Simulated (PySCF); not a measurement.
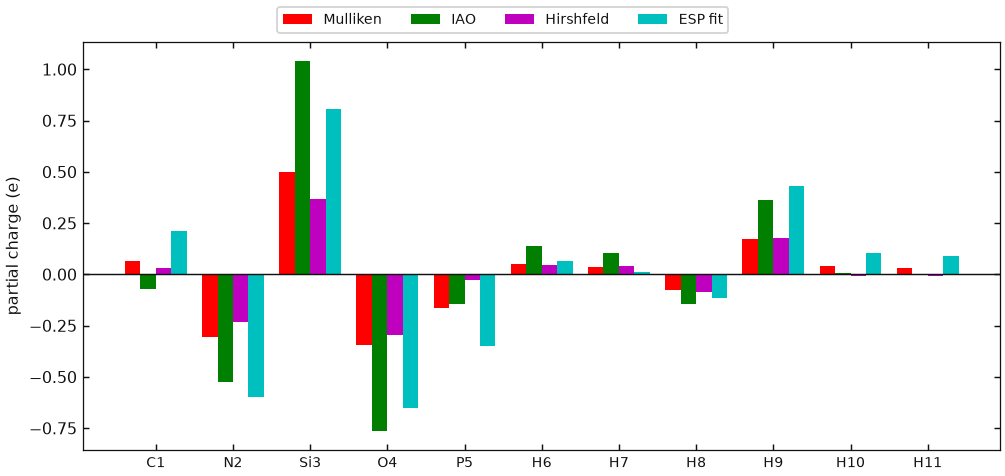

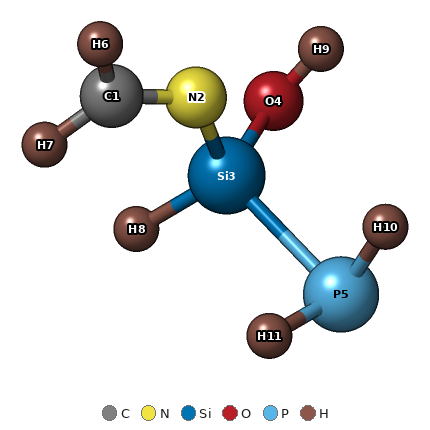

Atomic charges of CH₆NOPSi, SMILES C=N[Si@@H](O)P by 4 schemes, PBE0/cc-pVDZ, PySCF 2.14.0, at a PBE0-D3(BJ)/def2-SVP geometry (no frequency check).

> Which scheme gives the smallest charges overall?

Hirshfeld: mean absolute charge Hirshfeld 0.12, Mulliken 0.16, IAO 0.30, ESP fit 0.31 e.

> On which atom do the schemes disagree most?

On Si3: Mulliken 0.50, IAO 1.04, Hirshfeld 0.37, ESP fit 0.81 e.

Note: one conformer of a flexible molecule.
